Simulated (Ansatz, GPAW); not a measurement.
# Polarising a 8-layer slab of Au(100) with a field along the normal

The dipole of the cell at several fields, atoms fixed. What does the strongest field give, and what length does the slope stand for?

**Method.** GPAW 26.7.0, plane waves (400 eV), PAW setups, PBE, 11×11 mesh, a dipole layer in the vacuum; geometry relaxed without an applied field with Ansatz 0.2.0. The cell's area is 8.32 Å², and e/ε0 = 180.95 V Å.

The runs, one held back:

| field (V/Å) | dipole (e Å) |
| --- | --- |
| −0.2 | −0.1629 |
| −0.1 | −0.0823 |
| −0.05 | −0.0421 |
| 0.05 | 0.0385 |
| 0.1 | 0.0790 |
| 0.2 | 0.1596 |
| 0.3 | ? |

**Question.** What is the dipole at 0.3 V/Å?

Worked answer. A line through the 6 points has the slope α = 0.806 e Å per V/Å and the intercept p₀ = −0.0017 e Å (r.m.s. residual 7.2e−05). At 0.3 V/Å it gives p = −0.0017 + 0.806 × 0.3 = 0.2402 e Å; the run gives 0.2403 e Å, so the response stays linear to 0.1 % of the induced part. Dividing by ε0 and the area: α/(ε0 A) = 0.806 × 180.95 / 8.32 = 17.53 Å, against 14.66 Å between the outer nuclei. A metal screens fully, so the excess of 2.87 Å puts the image planes about 1.43 Å outside the outer atoms on average.

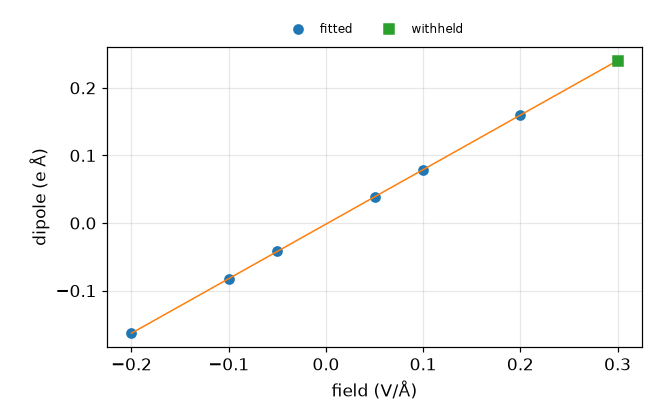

The line and the withheld run.

Caveats: This is the electronic response alone; ions that move would add to it in polar layers. No run was spin-polarised, so magnetic states weren't tested. Spin-orbit coupling is left out, which matters for the heavier atoms here.
